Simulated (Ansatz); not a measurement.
```yaml
atoms:
  - { symbol: Ga, position_ang: [0.7450, 0.0206, 0.1959] }
  - { symbol: F, position_ang: [-0.6852, -1.3163, 0.1868] }
  - { symbol: F, position_ang: [0.2242, 1.4778, 1.0745] }
  - { symbol: F, position_ang: [-0.2840, -0.1821, -1.4572] }
```

Geometry: PBE-D4/def2-TZVP.

Level of theory: UKS PBE0-D4/def2-TZVP (Ansatz 0.2.0).

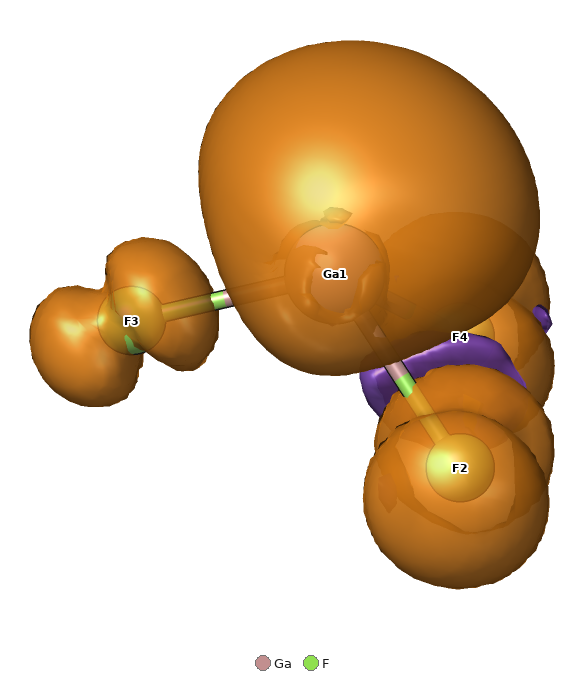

F3Ga (triplet). Isosurfaces of the spin density at +0.015 (orange) and −0.015 e/Å³ (purple), seen at an oblique angle.

> Which atoms carry the spin?

The unpaired spin (2 electrons) lies mostly on Ga1 (about 0.8), F2 (about 0.6), F4 (about 0.6) and F3 (about 0.1), in electrons by Hirshfeld's partition.
